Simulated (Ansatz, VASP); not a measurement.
# SiC2N4: VASP beside Ansatz, part 2 of 2

One calculation is typed for both programs; each brings its own data sets and cutoff. How far apart do they land?

VASP 6.6.1 and Ansatz 0.2.0.

So far. Step 2 (VASP: single point, LDA): The run ends at a pressure of 40.90 GPa, with forces up to 9.3 eV/Å.

## (3) Ansatz: single point, LDA

Level of this step: Ansatz beside VASP: Kohn-Sham DFT, plane waves, LDA (Ansatz).

Ansatz runs on its default PAW (the set named soft_2) files.

The same cell, functional (in two slightly different forms), mesh and smearing now go to Ansatz, which takes its cutoff from its data sets.

Input file input.yaml:

```yaml
crystal:
  lattice:
    - [6.1885, 0.0, 0.0]
    - [0.0, 6.1885, 0.0]
    - [0.0, 0.0, 6.1885]
  atoms:
    - { symbol: Si, position: [0.5, 0.5, 0.5] }
    - { symbol: Si, position: [0.0, 0.0, 0.0] }
    - { symbol: "N", position: [0.353, 0.353, 0.647] }
    - { symbol: "N", position: [0.147, 0.853, 0.147] }
    - { symbol: "N", position: [0.647, 0.647, 0.647] }
    - { symbol: "N", position: [0.853, 0.147, 0.147] }
    - { symbol: "N", position: [0.353, 0.647, 0.353] }
    - { symbol: "N", position: [0.147, 0.147, 0.853] }
    - { symbol: "N", position: [0.647, 0.353, 0.353] }
    - { symbol: "N", position: [0.853, 0.853, 0.853] }
    - { symbol: C, position: [0.25, 0.75, 0.25] }
    - { symbol: C, position: [0.25, 0.25, 0.75] }
    - { symbol: C, position: [0.75, 0.25, 0.25] }
    - { symbol: C, position: [0.75, 0.75, 0.75] }
hamiltonian:
  xc: lda
  pseudopotentials: { kind: paw }
kpoints:
  mp_grid: { grid: [3, 3, 3] }
scf:
  occupations: { method: gaussian, width: 0.01 }
  n_extra_bands: 7
output:
  forces: true
  stress: true
  eigenvalues: true
  write_density: true
  write_potential: true
  elf: true
  volumetric_format: npy
```

Command:

```bash
ansatz run input.yaml --threads 4 --pin off --max-ram 9216MiB --backend cpu --events-out ev --progress --plain --runs-dir out
```

Numbers of over 12 decimals in the logs are rounded to 6 here.

What it wrote:

```text
scf.n_extra_bands = 7 over 32 filled bands (N_el = 64.0): the run solves 39 bands
Engine: ansatz 0.2.0, aarch64-unknown-linux-gnu
Pseudopotentials: kind: paw
Pseudopotential: Si, paw, valence charge 4, recommended cutoff 420 eV (normal), Si.paw.azcp
Pseudopotential: N, paw, valence charge 5, recommended cutoff 420 eV (normal), N.paw.azcp
Pseudopotential: C, paw, valence charge 4, recommended cutoff 420 eV (normal), C.paw.azcp
Functional definition: SPW92
  exchange = slater_x
  correlation = pw_c
Crystal: 14 atoms, lattice volume = 237.004 Å³
Basis set: ecut = 420 eV, 4625 PW (Γ)
Bands: 39, of which v1, the nominal top of the filled ones, is band 32 counted from 1 (31 counted from 0)
Symmetry: 48 space group operations
Space group: Pn-3m (ITA 224), of the structure as read, at distance tolerance 6.2e-5 Å
k-points: 4 of 27
Non-local potential: Si, projectors of the file, l = 0: 2, l = 1: 2, l = 2: 2
Non-local potential: N, projectors of the file, l = 0: 2, l = 1: 2, l = 2: 1
Non-local potential: C, projectors of the file, l = 0: 2, l = 1: 2, l = 2: 1
PAW form: soft (Blöchl's): semilocal exchange-correlation on the pseudo side does not see the compensation charge
PAW frozen core: Si, regenerated for the run's functional, and the local potential with it (the file was generated under x = pbe(κ = 0.804, μ = 0.219515), c = pbe(β = 0.066725))
PAW frozen core: N, regenerated for the run's functional, and the local potential with it (the file was generated under x = pbe(κ = 0.804, μ = 0.219515), c = pbe(β = 0.066725))
PAW frozen core: C, regenerated for the run's functional, and the local potential with it (the file was generated under x = pbe(κ = 0.804, μ = 0.219515), c = pbe(β = 0.066725))
PAW one-centre angular grid: Si, 110 points (default); XC on 64 Gauss nodes
PAW one-centre angular grid: N, 110 points (default); XC on 64 Gauss nodes
PAW one-centre angular grid: C, 110 points (default); XC on 64 Gauss nodes
Initial density: superposition of atomic densities (neutral atoms: chi_scale 0, normalization atom), corrected by the library's trained network
Initial wavefunctions: pseudopotential atomic-orbital guess
Functional: x = slater, c = lda
SCF iter   1: F=—  HF=-5176.045623 eV  |F-HF|=—  |Δ(HF+E_count)|=         —  Δρ=8.83e-3  dr2=1.23e-1  ethr=1.77e-3  ⟨swp⟩=10.5  Hψ=951  notcnv=0
preconditioner: auto → Resta (q_TF=auto, 2.193 Å⁻¹)  ε∞=2.8  [insulator: Δε(μ)=3.935 eV  Ē_g=14.292 eV  σ=0.010 eV  W_gap=1.00  n_scr=32 (ndim 8)  ℏωp=19.3 eV  f_vac=0.358  D(μ)=0.00/eV (n_scr^D=0)  ε∞_Penn≈2.8]
SCF iter   2: F=—  HF=-5176.021908 eV  |F-HF|=—  |Δ(HF+E_count)|=   2.37e-2  Δρ=4.33e-3  dr2=2.39e-2  ethr=1.92e-4  ⟨swp⟩=3.0  Hψ=317  notcnv=0  defer=8
SCF iter   3: F=—  HF=-5176.019160 eV  |F-HF|=—  |Δ(HF+E_count)|=   2.75e-3  Δρ=8.79e-4  dr2=1.67e-3  ethr=3.73e-5  ⟨swp⟩=3.0  Hψ=280  notcnv=0  defer=8
SCF iter   4: F=—  HF=-5176.019043 eV  |F-HF|=—  |Δ(HF+E_count)|=   1.16e-4  Δρ=2.34e-4  dr2=1.24e-4  ethr=2.60e-6  ⟨swp⟩=2.0  Hψ=296  notcnv=0  defer=8
SCF iter   5: F=—  HF=-5176.019106 eV  |F-HF|=—  |Δ(HF+E_count)|=   6.27e-5  Δρ=6.64e-5  dr2=1.56e-5  ethr=1.94e-7  ⟨swp⟩=3.0  Hψ=301  notcnv=0  defer=8
SCF iter   6: F=—  HF=-5176.019038 eV  |F-HF|=—  |Δ(HF+E_count)|=   6.82e-5  Δρ=1.25e-5  dr2=4.88e-7  ethr=2.44e-8  ⟨swp⟩=2.2  Hψ=230  notcnv=0  defer=8
SCF iter   7: F=-5176.019039 eV  HF=-5176.019039 eV  |F-HF|=1.36e-8  |Δ(HF+E_count)|=   9.76e-7  Δρ=2.47e-6  dr2=1.73e-8  ethr=1.56e-10  ⟨swp⟩=17.5  Hψ=1353  notcnv=0
SCF 1 converged in 7 iterations: F = -5176.019039 eV  dr2 = 1.73e-8
  greatest PAW one-centre occupation: 0.870 electrons in one spin orbital (limit 2), on the C atom at site 12 (counted from 0), in its partial waves of l = 1
SCF converged after 7 iterations
Free energy (F): -5176.019039 eV
Harris-Foulkes:  -5176.019039 eV  (|F-HF|=1.36e-8)
Internal energy: -5176.019039 eV  (E = F + TS)
E sigma→0 (E₀):  -5176.019039 eV
Fermi energy:    2.364973 eV
--- Per-component energies (eV) ---
  E_band       = -518.398851
  E_kinetic    = 1582.439493
  E_local      = -5018.605299  (includes V_loc(G=0)·N_el)
  E_nonlocal   = 585.929438
  E_hartree    = 1750.127558
  E_xc         = -779.827034
  E_vxc        = -943.722378  (∫ρ·V_xc dr)
  E_paw        = -2309.389202  (= ΣΔE_a)
  E_vpaw       = -224.697876  (= ΣTr[D̂ρ^β])
  E_aug_tail   = 0.000930  (compensation charges beyond the density's cutoff)
  E_ewald      = -987.755267
  E_core_change = 1.060344  (= ΣΔE_core)
  E_smearing   = -0.000000  (= −TS)
  E_closure    = -0.000000  (closes the sum)
  Σ components = -5176.019039   (vs F -5176.019039, Δ=0.00e0)
--- Forces (eV/Å), atoms counted from 1 ---
  atom   1  Si    -0.00000000    -0.00000000     0.00000000
  atom   2  Si    -0.00000000    -0.00000000     0.00000000
  atom   3  N      5.05067538     5.05067538    -5.05067538
  atom   4  N     -5.05067538     5.05067538    -5.05067538
  atom   5  N     -5.05067538    -5.05067538    -5.05067538
  atom   6  N      5.05067538    -5.05067538    -5.05067538
  atom   7  N      5.05067538    -5.05067538     5.05067538
  atom   8  N     -5.05067538    -5.05067538     5.05067538
  atom   9  N     -5.05067538     5.05067538     5.05067538
  atom  10  N      5.05067538     5.05067538     5.05067538
  atom  11  C      0.00000000     0.00000000     0.00000000
  atom  12  C      0.00000000     0.00000000     0.00000000
  atom  13  C      0.00000000     0.00000000     0.00000000
  atom  14  C      0.00000000     0.00000000     0.00000000
  max |Σ_I F_I| component: 7.11e-15 eV/Å
--- Stress (GPa, compression-positive) ---
       39.160044       0.000000       0.000000
        0.000000      39.160044       0.000000
        0.000000       0.000000      39.160044
  P = ⅓ Tr σ = 39.1600 GPa (391.600 kbar)
--- Band table (eV) ---
  k-point 0: bands = [... 28 lower, -1.6053, 0.3667, 0.3667, 0.3667, 4.3632, 5.5266, 5.5266, 5.5266, ... 3 higher]
  k-point 1: bands = [... 28 lower, -1.1212, -0.1611, -0.0439, -0.0439, 4.8780, 5.7739, 6.0669, 6.0876, ... 3 higher]
  k-point 2: bands = [... 28 lower, -0.7977, -0.6055, -0.3567, 0.0319, 5.2447, 5.8114, 5.9360, 6.1697, ... 3 higher]
  k-point 3: bands = [... 28 lower, -1.1774, -0.1843, -0.1843, 0.3397, 5.2300, 5.7715, 5.7715, 6.0196, ... 3 higher]
```

Wall time 3.9 s (4 threads of Arm Neoverse V1, shared host); peak memory 0.48 GiB; 8.6 s of CPU time.

In the SCF lines HF is the Harris–Foulkes energy and dr2 the Hartree energy of the density residual, in eV; the loop may stop once dr2 is under the threshold and the program's other checks hold. Hψ counts applications of the Hamiltonian.

The run ends at a pressure of 39.16 GPa, with forces up to 8.7 eV/Å.

## (4) Side by side

Known differences besides the PAW data sets themselves: the two LDA forms differ slightly; the cutoff is 420 eV in Ansatz and 520 eV in VASP; Ansatz makes its cores anew for this functional, VASP keeps those of its PBE data sets. Total energies have different zeros and are not compared.

The two programs side by side:

| quantity | Ansatz | VASP | difference |
| --- | --- | --- | --- |
| pressure (GPa) | 39.16 | 40.90 | -1.74 |
| gap on the k mesh (eV) | 3.997 | 3.978 | +0.019 |

Forces on 10 of the 14 atoms, picked by the larger force of the two programs (eV/Å; atoms numbered as in POSCAR):

| atom | Ansatz x, y, z | VASP x, y, z |
| --- | --- | --- |
| Si1 | 0.000, 0.000, 0.000 | 0.000, 0.000, 0.000 |
| Si2 | 0.000, 0.000, 0.000 | 0.000, 0.000, 0.000 |
| N3 | 5.051, 5.051, -5.051 | 5.355, 5.355, -5.355 |
| N4 | -5.051, 5.051, -5.051 | -5.355, 5.355, -5.355 |
| N5 | -5.051, -5.051, -5.051 | -5.355, -5.355, -5.355 |
| N6 | 5.051, -5.051, -5.051 | 5.355, -5.355, -5.355 |
| N7 | 5.051, -5.051, 5.051 | 5.355, -5.355, 5.355 |
| N8 | -5.051, -5.051, 5.051 | -5.355, -5.355, 5.355 |
| N9 | -5.051, 5.051, 5.051 | -5.355, 5.355, 5.355 |
| N10 | 5.051, 5.051, 5.051 | 5.355, 5.355, 5.355 |

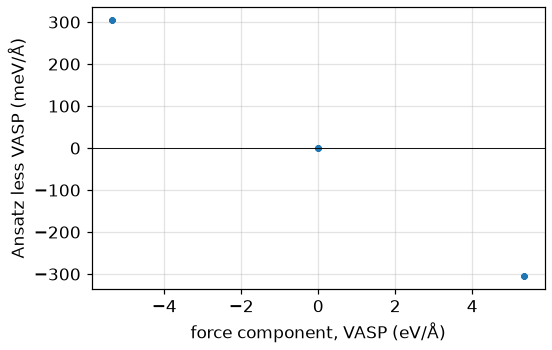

Difference of the force components against their size.

The forces differ by 230 meV/Å r.m.s., which is 5.7 % of the r.m.s. force of 4.05 eV/Å (both taken over all components). Ansatz's pressure holds a Pulay correction of 0.56 GPa; VASP's holds none.

## (5) What moves the difference

The difference is large enough to ask for its cause, so further runs change the set-up of one program at a time, as the table lists.

| run | r.m.s. force difference (% of the r.m.s. force) |
| --- | --- |
| as above | 5.7 |
| cores kept as stored, as VASP does, whose cores stay as stored | 5.4 |
| Ansatz's larger PAW set (cutoff 900 eV) | 4.0 |
| norm-conserving potentials (cutoff 1143 eV) | 0.27 |

## (6) Results

```yaml
r_m_s_force_difference_single_point_lda: 5.7 % of the r.m.s. force
difference_in_pressure_single_point_lda: -1.7 GPa
```

**Reading.** The r.m.s. force difference is 5.7 % of the r.m.s. force (single point, LDA), beyond the 3 % picked in this series as the mark of a large difference. For single point, LDA: with norm-conserving potentials (cutoff 1143 eV) the r.m.s. force difference shrinks in size, from 5.7 to 0.27 % of the r.m.s. force. How closely two codes agree says nothing of how well the functional describes the real material.

[Lines on the potential files, build, host, timing and source positions are cut from VASP's logs without a mark.]

[Logs are printed without paths, hosts, clocks, repeated set-up lines and the standing remarks that a program may print on its own settings, such as how far it seeks lower states.]

[Hosts, paths, dates, database ids (printed as entryN), source tags and the programs' standing remarks are cut or masked in the printed files.]
